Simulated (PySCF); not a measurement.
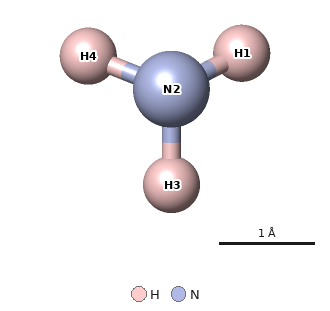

The structure (ball-and-stick view, seen at a tilt; atoms are numbered from 1 in the order of the input).

**Two runs on NH$_{3}$**

System: NH$_{3}$.
Method of run 1: RKS PBE-D4/def2-TZVPP, density fitting (PySCF 2.14.0).

The geometry comes from this level: PBE0-D4/def2-TZVP. Text and figures count atoms from 1; the logs count them from 0 in places.

## The input, run 1
```python
import json, numpy as np
from pyscf import gto, scf, dft, mp, cc
EV, BOHR = 27.211386245988, 0.529177210903
mol = gto.M(atom="""
H 0.198530 0.569687 1.675332
N -0.189178 -0.278004 1.279873
H -0.972373 -0.546632 1.862586
H 0.514406 -0.999770 1.376364
""", basis="def2-tzvpp", charge=0, spin=0, max_memory=8670, verbose=0)
def mean_field(mol, dm=None):
    mf = dft.RKS(mol, xc="pbe").density_fit()
    mf.conv_tol = 1e-9; mf.grids.level = 4
    mf.kernel(dm0=dm)
    if not mf.converged: mf = mf.newton().run(mf.mo_coeff, mf.mo_occ)
    assert mf.converged
    return mf
def d4(mol):
    from pyscf.dispersion.dftd4 import DFTD4Dispersion
    real = gto.M(atom=[(mol.atom_pure_symbol(i), mol.atom_coord(i)) for i in range(4)], unit='B', charge=mol.charge, spin=None, basis='def2-svp', verbose=0)
    r = DFTD4Dispersion(real, xc="pbe", atm=True).get_dispersion(grad=True); return r["energy"], r["gradient"]
def energy_and_gradient(mol, dm=None):
    mf = mean_field(mol, dm); e, g = d4(mol)
    return mf, (mf.e_tot + e) * EV, (mf.nuc_grad_method().kernel()[:4] + g) * EV / BOHR
out = {}
mf = mean_field(mol); e = d4(mol)[0]
out.update(energy=(mf.e_tot + e) * EV, converged=True, dispersion=e * EV)
out['s2'] = mf.spin_square()[0]; out['nelec'] = mol.nelec
print(f"Total energy {out['energy']:.6f} eV, <S^2> {out['s2']:.4f}")
json.dump(out, open("out.json", "w"), default=float)
```

Command:
```bash
OMP_NUM_THREADS=4 python run.py
```

Hardware: 4 threads of Arm Neoverse V1, 23 GiB of memory available, shared host.

## Output (run 1)
```
Total energy -1537.747332 eV, <S^2> 0.0000
```

For run 2 the input was changed thus:
```diff
-    mf = dft.RKS(mol, xc="pbe").density_fit()
+    mf = dft.RKS(mol, xc="pbe0").density_fit()
-    r = DFTD4Dispersion(real, xc="pbe", atm=True).get_dispersion(grad=True); return r["energy"], r["gradient"]
+    r = DFTD4Dispersion(real, xc="pbe0", atm=True).get_dispersion(grad=True); return r["energy"], r["gradient"]
```

How does run 2 compare with run 1?

The total energies belong to different models, so their difference says nothing on which is more stable or more accurate. The functional changes from PBE to PBE0.

## Output (run 2)
```
Total energy -1537.881900 eV, <S^2> 0.0000
```

## The two runs side by side

| quantity | run 1 | run 2 |
| --- | --- | --- |
| outcome | converged | converged |
| total energy (hartree) | −56.511172 | −56.516117 |
| basis functions | 73 | 73 |
| wall time (shared host) | 1.5 s | 1.3 s |
